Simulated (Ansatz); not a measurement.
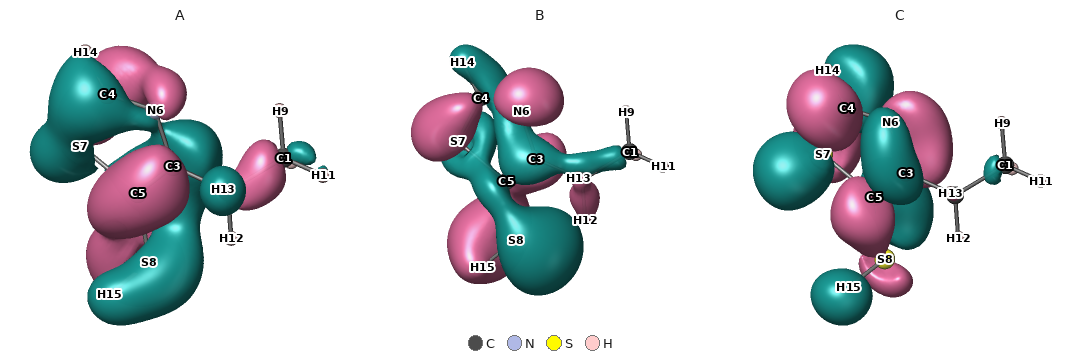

Figure 1: C₅H₇NS₂ (SMILES CCc1ncsc1S). Three frontier orbitals at ±0.08 Å⁻³ᐟ² (teal and pink are the two phases), in no order.

Geometry: B3LYP-D3(BJ)/def2-SVP.

Method: isolated molecule in a Gaussian basis; Kohn-Sham density functional theory, functional PBE0 in Ansatz 0.2.0.

| atom | x (Å) | y (Å) | z (Å) |
| --- | --- | --- | --- |
| C | 1.7652 | -0.4879 | 2.1832 |
| C | 0.9533 | -0.8198 | 0.9253 |
| C | 0.0115 | 0.2854 | 0.5491 |
| C | -1.7535 | 1.5715 | 0.9330 |
| C | 0.1036 | 1.0949 | -0.5682 |
| N | -1.0456 | 0.5773 | 1.3808 |
| S | -1.1927 | 2.2713 | -0.5543 |
| S | 1.3664 | 1.1044 | -1.8021 |
| H | 1.0933 | -0.2564 | 3.0237 |
| H | 2.4114 | 0.3881 | 2.0139 |
| H | 2.4058 | -1.3351 | 2.4737 |
| H | 1.6221 | -1.0252 | 0.0770 |
| H | 0.3543 | -1.7285 | 1.1051 |
| H | -2.6465 | 1.9581 | 1.4308 |
| H | 0.6820 | 0.4431 | -2.7700 |

**Order the three orbitals by energy and name them.**

B is the HOMO−1 (−7.49 eV). By Hirshfeld shares it lies mainly on S8 (about 50 %), N6 (about 10 %), S7 (about 10 %), C5 (about 10 %) and C3 (about 5 %); largely a combination of lone pairs on S8, N6 and S7. A is the HOMO (−7.15 eV). By Hirshfeld shares it lies mainly on S8 (about 20 %), C5 (about 20 %), C3 (about 20 %), C4 (about 15 %) and S7 (about 10 %). C is the LUMO (−1.25 eV). It lies mainly on C4 (about 25 %), S7 (about 20 %), C5 (about 15 %), N6 (about 10 %), C3 (about 10 %) and S8 (about 5 %).

**What is the HOMO–LUMO gap?**

5.90 eV between the orbital energies.
